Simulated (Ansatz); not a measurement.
# H₃OSi (SMILES O[SiH2+]) (charge +1): what the fields show

| atom | x (Å) | y (Å) | z (Å) |
| --- | --- | --- | --- |
| O | 0.4495 | -0.8834 | 0.5375 |
| Si | 0.5094 | 0.1715 | -0.6430 |
| H | 0.3822 | -1.8512 | 0.5248 |
| H | 0.6110 | 1.5643 | -0.1830 |
| H | 0.4633 | -0.2687 | -2.0509 |

Geometry: PBE0-D3(BJ)/def2-SVP.

Computed with isolated molecule in a Gaussian basis; Kohn-Sham density functional theory, functional PBE0 (Ansatz).

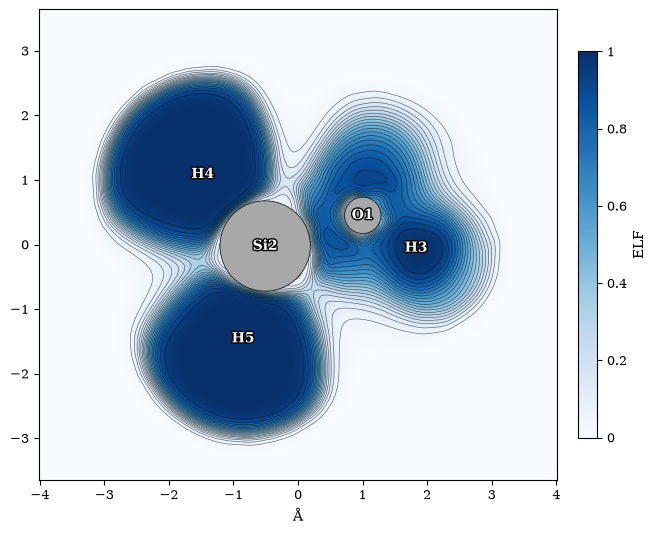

Figure 1. ELF on the molecular plane. Grey discs cover the atomic cores.

Question: What does the map show?

Answer: The plane passes through O, Si and H nuclei.
Si–O (1.58 Å): the ELF peaks at about 0.85 between the atoms, as expected for a short, strongly polar bond.
O–H (0.97 Å): the ELF climbs to about 1 towards the hydrogen, as it does in any bond to H: an ordinary covalent bond to hydrogen.
Si–H (1.47 Å): the ELF climbs to about 1 towards the hydrogen.
The ELF also peaks beside O1, away from the bonds: lone-pair regions.

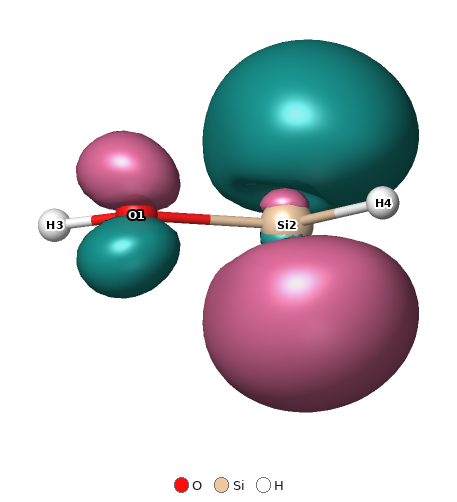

Figure 2. The LUMO at ±0.15 Å⁻³ᐟ² (teal and pink are the two phases), seen from one side.

Question: What is the character of this orbital?

Answer: It lies mainly on Si2 (about 75 %) and O1 (about 10 %); it changes sign across the molecular plane (π type). Its energy is −8.90 eV.

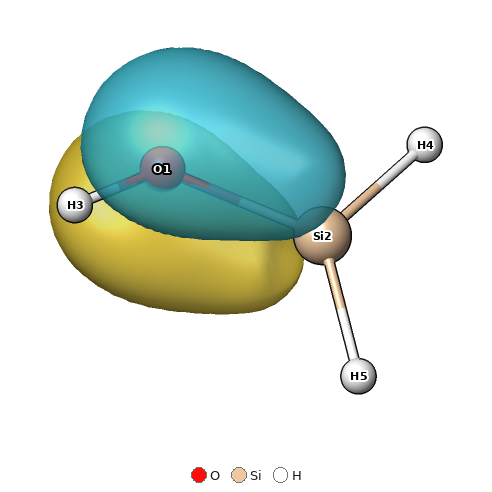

Figure 3. The HOMO−1 at ±0.15 Å⁻³ᐟ² (yellow and cyan are the two phases), seen at a tilt.

Question: Describe this orbital and give its energy.

Answer: By Hirshfeld shares it lies mainly on O1 (about 75 %) and Si2 (about 20 %); it changes sign across the molecular plane (π type). Its energy is −17.48 eV.
